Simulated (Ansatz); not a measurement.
A series of calculations on C₂H₅AlSi

Part 1: Relaxation

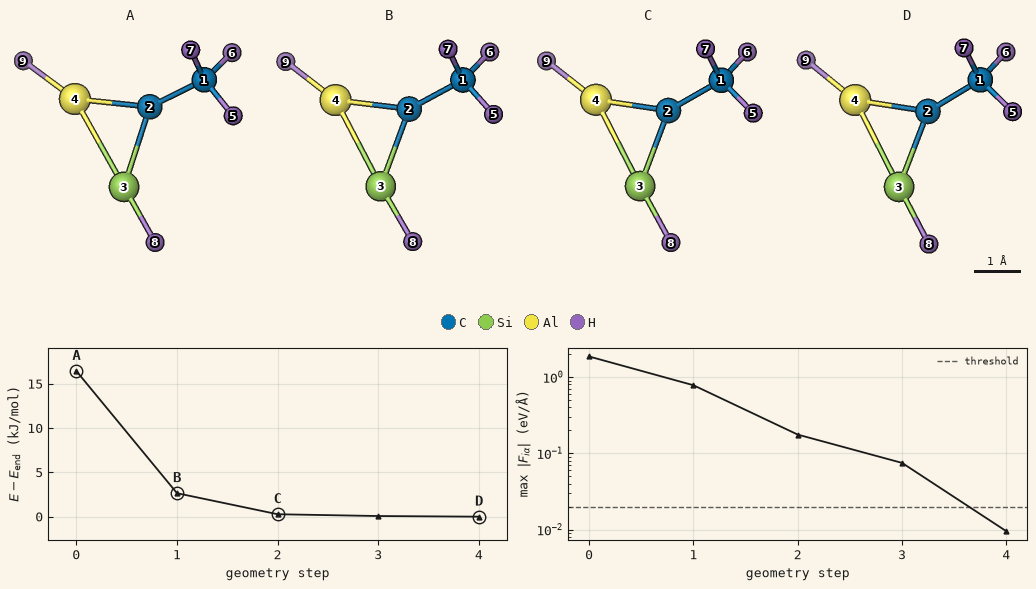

Frames of a relaxation of C2H5AlSi, marked on the history of the run. Style: ball-and-stick. Shown at a tilt.

The run prepares an end point of a later path (hydrogen shift) calculation, from a guessed geometry.

The calculation used Ansatz, UKS PBE0-D4/cc-pVDZ.

Input
```yaml
crystal:
  periodic: [false, false, false]
  atoms:
    - { symbol: C, position_ang: [0.36199, 0.83576, -1.10651] }
    - { symbol: C, position_ang: [-0.06896, 0.06093, 0.10842] }
    - { symbol: Si, position_ang: [0.15102, -1.72129, 0.55373] }
    - { symbol: Al, position_ang: [-0.94351, -0.05966, 1.86237] }
    - { symbol: H, position_ang: [0.82943, 0.1737, -1.83651] }
    - { symbol: H, position_ang: [-0.48732, 1.32331, -1.5904] }
    - { symbol: H, position_ang: [1.08368, 1.61547, -0.84947] }
    - { symbol: H, position_ang: [0.8373, -2.77508, -0.27342] }
    - { symbol: H, position_ang: [-1.76364, 0.54686, 3.13179] }
magnetization:
  spin_polarized: true
basis:
  gaussian: { orbitals: cc-pVDZ }
hamiltonian:
  xc: pbe0
  dispersion: d4
relax:
  f_tol: 0.02
  max_steps: 50
output:
  orbitals: {}
```

Launched with:
```bash
ansatz run input.yaml --threads 2 --pin off --max-ram 3072MiB --backend cpu --events-out ev --progress --plain --runs-dir out
```

What happens along the run?

Answer. The largest move after the best rigid fit is that of H9, 0.16 Å. By element the largest moves are H 0.16 Å, C 0.11 Å, Al 0.09 Å, Si 0.05 Å. Some distances before and after: Si3–Al4 2.382 → 2.280 Å, C2–Si3 1.850 → 1.784 Å, C2–Al4 1.964 → 1.917 Å, Al4–H9 1.628 → 1.588 Å. Among the angles between lasting bonds that change: C1–C2–Si3 131.0° → 139.2°, C1–C2–Al4 151.7° → 144.8°, C2–C1–H5 110.5° → 113.0°. The energy falls by 16.4 kJ/mol in 4 geometry steps. The largest force component goes from 1.9 to 0.0095 eV/Å. From step 0 to 1: H9 moves most (0.09 Å), energy −13.8 kJ/mol. From step 1 to 2: H9 moves most (0.05 Å), energy −2.38 kJ/mol. From step 2 to 4: H8 moves most (0.04 Å), energy −0.27 kJ/mol.

```
step  E − E(0), kJ/mol  largest force component, eV/Å
   0              0.00                         1.8603
   1            -13.80                         0.7807
   2            -16.17                         0.1759
   3            -16.38                         0.0748
   4            -16.45                         0.0095
```

Part 2: Relaxation

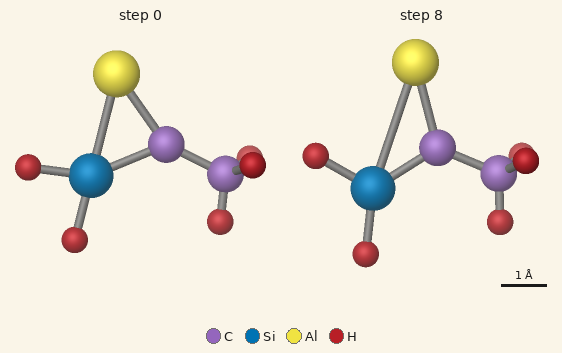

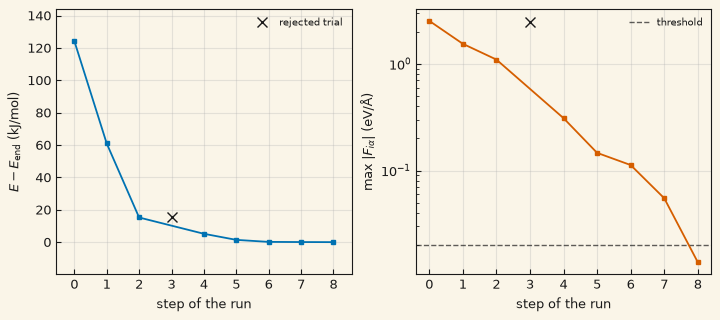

First and last geometry of a relaxation of C$_{2}$H$_{5}$AlSi, with the history of the run. Style: ball-and-stick. Shown face on.

The run prepares an end point of a later path (hydrogen shift) calculation, from a guessed geometry.

The calculation used Ansatz, UKS PBE0-D4/cc-pVDZ. Settings: collinear spin; force threshold 0.02 eV/Å; at most 50 steps.

Question: Read the history and describe the run.

Answer: It converged. After 7 accepted moves (8 points after the start) the energy has fallen by 124.3 kJ/mol. The largest force component goes from 2.5 to 0.014 eV/Å. The line search rejected the trial step at point 3 of the run. The largest move after the best rigid fit is that of the Al atom, 0.48 Å. Largest moves by element: Al 0.48 Å, H 0.39 Å, Si 0.29 Å, C 0.23 Å. Among the contacts that change: Al–Si 2.382 → 3.015 Å, C–Si 1.850 → 1.732 Å, H–Si 1.440 → 1.497 Å, Al–C 1.964 → 2.002 Å. Among the angles between lasting bonds that change: C–Si–H 150.1° → 118.3°, Si–C–Al 77.2° → 107.5°, H–Si–H 83.3° → 113.4°. Cost: 40 s on 2 threads of Intel(R) Xeon(R) Platinum 8488C (Sapphire Rapids), on a shared host, peak memory 0.26 GiB.

| step | E − E(0), kJ/mol | largest force component, eV/Å | note |
| --- | --- | --- | --- |
| 0 | 0.00 | 2.5376 |  |
| 1 | -63.34 | 1.5451 |  |
| 2 | -109.10 | 1.0989 |  |
| 3 | -109.03 | 2.4938 | rejected |
| 4 | -119.16 | 0.3100 |  |
| 5 | -122.92 | 0.1465 |  |
| 6 | -124.17 | 0.1125 |  |
| 7 | -124.27 | 0.0549 |  |
| 8 | -124.32 | 0.0138 |  |

Part 3: Path

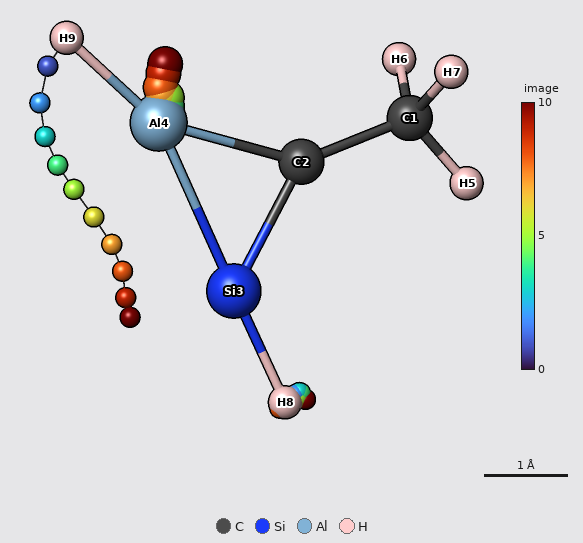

A search for the minimum-energy path of C$_{2}$H$_{5}$AlSi by the nudged elastic band. Images are numbered from 0 (start) to 10 (end). The start is drawn whole; smaller spheres mark the moving atoms (Al, H) in the later images, joined by lines and coloured by the number of the image. The picture is a ball-and-stick view, seen at a tilt.

Theory: UKS PBE0-D4/cc-pVDZ (Ansatz 0.2.0). Settings: 9 movable images; climbing image; force threshold 0.03 eV/Å; iteration limit 27; starting path through a guess of the saddle point.

What moves, how far, and at what cost in energy?

Breaking: Al4–H9 (1.59 → 1.62 at the top → 3.10 Å), Si3–Al4 (2.28 → 2.55 at the top → 3.02 Å). Forming: Si3–H9 (3.79 → 2.45 at the top → 1.50 Å). The highest point, image 5, lies 1.35 eV above the start and 1.40 eV above the end; the end is at −0.06 eV relative to the start. The band is converged.
